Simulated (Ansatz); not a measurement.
**WC: response to strain**

WC is deformed so: equal xy, yz and zx engineering shear strains of +1 %. What stress and forces result, by LAPW and PAW?

Method: DFT PBEsol, scalar-relativistic, in Ansatz 0.2.0.

3 further runs of the same task are left out: 3 that didn't finish.

### Step 1. Starting point

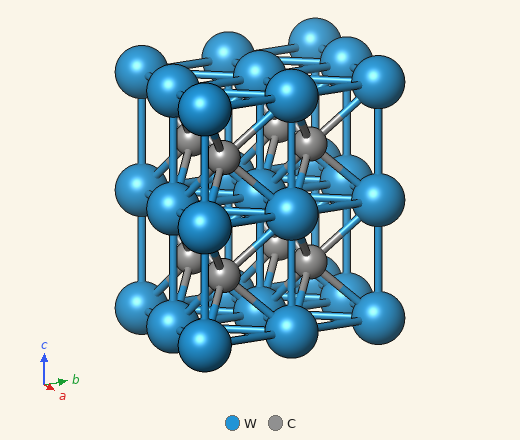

Start, viewed slightly off an axis; tungsten blue, carbon grey. 2×2×2 cells are drawn. Atoms on the faces are drawn again on the opposite ones.

Coordinates:

```cif
data_structure
_symmetry_space_group_name_H-M 'P-6m2'
_symmetry_Int_Tables_number 187
_cell_length_a 2.9005
_cell_length_b 2.9005
_cell_length_c 2.8290
_cell_angle_alpha 90.000
_cell_angle_beta 90.000
_cell_angle_gamma 120.000
_cell_volume 20.61
loop_
_atom_site_label
_atom_site_type_symbol
_atom_site_symmetry_multiplicity
_atom_site_Wyckoff_symbol
_atom_site_fract_x
_atom_site_fract_y
_atom_site_fract_z
_atom_site_occupancy
W1 W 1 a 0.00000 0.00000 0.00000 1
C1 C 1 f 0.66667 0.33333 0.50000 1
```

The file gives the conventional cell by its symmetry; the runs use the cell typed in the input.

Atoms are numbered in the order of the input: W1, C2.

### Step 2. After the deformation

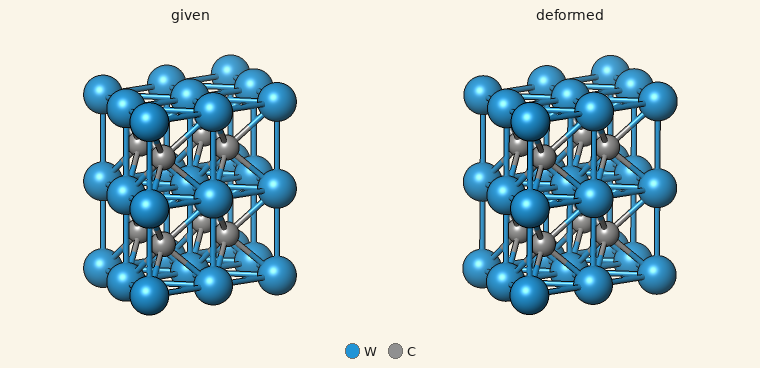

Given and deformed, at one scale.

Space group P-6m2 before, P1 after.

### Step 3. Full-potential LAPW

input.yaml

```yaml
crystal:
  lattice:
    - [2.900501436, 0.0145025072, 0.0145025072]
    - [-1.4376911784, 2.5046566737, 0.0053082861]
    - [0.014145, 0.014145, 2.829]
  atoms:
    - { symbol: W, position: [0.0, 0.0, 0.0] }
    - { symbol: C, position: [0.6666666667, 0.3333333333, 0.5] }
kpoints:
  mp_grid: { grid: [14, 14, 13] }
  band_path:
    path:
      - [0.0, 0.0, 0.0]
      - [0.0, -0.5, 0.0]
      - [0.0, 0.0, 0.5]
      - [0.0, 0.0, 0.0]
      - [-0.5, 0.0, 0.0]
      - [-0.5, 0.5, -0.5]
      - [0.0, 0.0, 0.0]
      - [-0.5, 0.0, -0.5]
      - [-0.5, 0.5, 0.0]
    npoints: 5
scf:
  occupations: { method: fermi_dirac, width: 0.05 }
hamiltonian:
  xc: pbesol
  pseudopotentials: { kind: all_electron, lapw: { basis_error: 0.0005 } }
output:
  forces: true
  stress: true
  eigenvalues: true
```

Launch:

```sh
$ ansatz run input.yaml --threads 1 --pin off --max-ram 3072MiB --backend cpu --events-out ev --progress --plain --runs-dir out
```

Log, shortened:

```text
LAPW: plane waves up to 9.834 Å⁻¹, error target 5.0e-4 eV per atom; small_component_spin mean_spin; C in spheres of 0.900 Å, 6 of its electrons in bands, Dirac shells []; W in spheres of 1.282 Å, 44 of its electrons in bands, Dirac shells []
[...]
Pseudopotentials: kind: all_electron
Pseudopotential: W, LAPW, valence charge 44, Koelling and Harmon's equation, gaussian nucleus
Pseudopotential: C, LAPW, valence charge 6, Koelling and Harmon's equation, gaussian nucleus
Functional definition: PBEsol
[...]
Crystal: 2 atoms, lattice volume = 20.610 Å³
Basis set: ecut = 368.4899044040632 eV, 329 PW (Γ), exchange–correlation at level 2
Bands: 30, of which v1, the nominal top of the filled ones, is band 25 counted from 1 (24 counted from 0)
Symmetry: 1 space group operations
Space group: P1 (ITA 1), of the structure as read, at distance tolerance 2.7e-5 Å
k-points: 1276 of 2548 (time reversal used)
[...]
SCF iter   1: F=—  HF=-440108.558994 eV  |F-HF|=—  |Δ(HF+E_count)|=         —  Δρ=1.24e-1  dr2=3.84e0  ethr=7.68e-3  ⟨swp⟩=2.0  Hψ=236902  notcnv=0
[...]
the basis was enlarged: its passes take 1.3 MiB over the memory plan, 1 of 1 planned eigensolver slots
[...]
SCF iter   8: F=-440107.071210 eV  HF=-440107.071210 eV  |F-HF|=8.15e-10  |Δ(HF+E_count)|=   7.92e-9  Δρ=3.58e-6  dr2=1.28e-9  ethr=2.57e-10  ⟨swp⟩=2.9  Hψ=114551  notcnv=0
[...]
NSCF: frozen V_eff on 41 k-points
SCF converged after 8 iterations
Free energy (F): -440107.071210 eV
[...]
E sigma→0 (E₀):  -440107.069926 eV
Entropy (-TS):   -0.002567 eV (-1.283 meV/atom)
Fermi energy:    25.711687 eV
[...]
--- Forces (eV/Å), atoms counted from 1 ---
  atom   1  W      0.05209054    -0.00107435    -0.00617456
  atom   2  C     -0.05209549     0.00107412     0.00617474
[...]
--- Stress (GPa, compression-positive) ---
       -0.680599      -2.417157      -3.164506
       -2.417157      -0.519828      -3.163657
       -3.164506      -3.163657      -0.450976
  P = ⅓ Tr σ = -0.5505 GPa (-5.505 kbar)
--- Band table (eV; the first three rows and the last of 1276) ---
[...]
```

It took 8.8 min on 1 thread of Arm Neoverse V2, shared host; peak memory 2.7 GiB.

Result: pressure -0.55 GPa; no gap; largest force 0.052 eV/Å.

### Step 4. Frozen-core PAW

input.yaml

```yaml
crystal:
  lattice:
    - [2.900501436, 0.0145025072, 0.0145025072]
    - [-1.4376911784, 2.5046566737, 0.0053082861]
    - [0.014145, 0.014145, 2.829]
  atoms:
    - { symbol: W, position: [0.0, 0.0, 0.0] }
    - { symbol: C, position: [0.6666666667, 0.3333333333, 0.5] }
kpoints:
  mp_grid: { grid: [14, 14, 13] }
scf:
  occupations: { method: fermi_dirac, width: 0.05 }
hamiltonian:
  xc: pbesol
  pseudopotentials: { kind: paw }
output:
  forces: true
  stress: true
  eigenvalues: true
  efg: { contact_densities: true }
```

Launch:

```sh
$ ansatz run input.yaml --threads 1 --pin off --max-ram 3072MiB --backend cpu --events-out ev --progress --plain --runs-dir out
```

Log, shortened:

```text
W: output.efg is read without spin–orbit coupling, which moves field gradients at and beside such atoms by some per cent and up to a factor of two; PAW files take it under magnetization.noncollinear and magnetization.spin_orbit
[...]
Pseudopotentials: kind: paw
Pseudopotential: W, paw, valence charge 14, recommended cutoff 420 eV (normal)
Pseudopotential: C, paw, valence charge 4, recommended cutoff 420 eV (normal)
[... 1 set-up line as earlier in the session ...]
[...]
Crystal: 2 atoms, lattice volume = 20.610 Å³
Basis set: ecut = 420 eV, 405 PW (Γ), exchange–correlation on 40×40×40 points (8 copies of the dense FFT grid, shifted against one another)
Bands: 13, of which v1, the nominal top of the filled ones, is band 9 counted from 1 (8 counted from 0)
[... 2 set-up lines as earlier in the session ...]
[...]
--- Forces (eV/Å), atoms counted from 1 ---
  atom   1  W      0.05215829    -0.00107429    -0.00617672
  atom   2  C     -0.05213956     0.00107154     0.00617373
[...]
--- Stress (GPa, compression-positive) ---
       -0.735391      -2.418452      -3.173008
       -2.418452      -0.574710      -3.172170
       -3.173008      -3.172171      -0.491471
  P = ⅓ Tr σ = -0.6005 GPa (-6.005 kbar)
--- PAW observables at the nuclei: V_zz in 10²¹ V/m², potentials from the cell's mean, atoms counted from 1 ---
  atom   1  W  V_zz =   -14.358051   η = 0.1981   by run symmetry: allowed
            electrostatic potential = -14818.540465 V   contact ρ = 8810900.760667 e/Å³
  atom   2  C  V_zz =    +0.159815   η = 0.2073   by run symmetry: allowed
            electrostatic potential = -431.784968 V   contact ρ = 861.029372 e/Å³
--- Band table (eV; the first three rows and the last of 1276) ---
  k-point 0: bands = ["-53.2655", "-17.2827", "-17.1858", "-17.1651", "6.1239", "16.2305", "17.1460", "17.3114", "20.7185", "23.8181", "23.8686", "26.2387", "26.3346"]
[...]
```

Wall time 27 s (1 thread of Arm Neoverse V2, shared host); peak memory 0.7 GiB.

In short: pressure -0.60 GPa; no gap; largest force 0.053 eV/Å; Vzz W1 -14.36 (η = 0.20), C2 0.16 (η = 0.21) (10²¹ V/m²).

### Step 5. Stress and forces compared

Stress (GPa, compression positive):

```csv
method,xx,yy,zz,yz,xz,xy
LAPW,-0.68,-0.52,-0.45,-3.16,-3.16,-2.42
PAW,-0.74,-0.57,-0.49,-3.17,-3.17,-2.42
```

Forces (eV/Å):

```csv
atom,LAPW x,LAPW y,LAPW z,PAW x,PAW y,PAW z
W1,0.052,-0.001,-0.006,0.052,-0.001,-0.006
C2,-0.052,0.001,0.006,-0.052,0.001,0.006
```

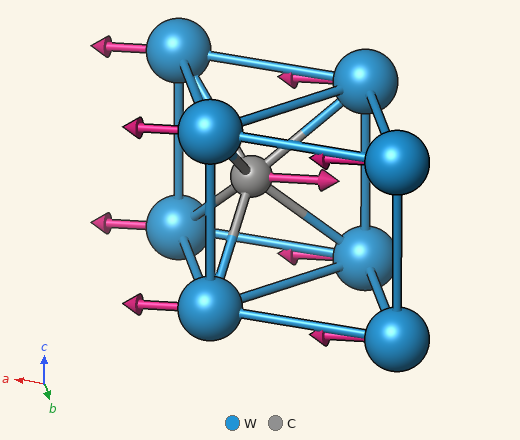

Forces of the LAPW run as arrows; the longest is 0.052 eV/Å.

```
method  pressure (GPa)  largest force (eV/Å)  Vzz W1 (10²¹ V/m²)  Vzz C2 (10²¹ V/m²)  SCF cycles, all passes
  LAPW           -0.55                 0.052                   –                   –                       8
   PAW           -0.60                 0.053              -14.36                0.16                       6
```

### Step 6. Outcome

```
                                 quantity                      value
                                 pressure  LAPW -0.55, PAW -0.60 GPa
largest shear or deviatoric stress (LAPW)                   3.16 GPa
```

What this shows: The largest part of the stress beyond the pressure is 3.16 GPa in size; the atoms are carried along and not relaxed. No run of the undeformed cell stands beside it, so the pressure holds what the given cell had before the change. PAW: stress within 0.05 GPa of LAPW, forces within 1 meV/Å. Spin-orbit coupling is left out, though the cell holds W; in elements this heavy it can shift bands and gaps by tenths of an eV.
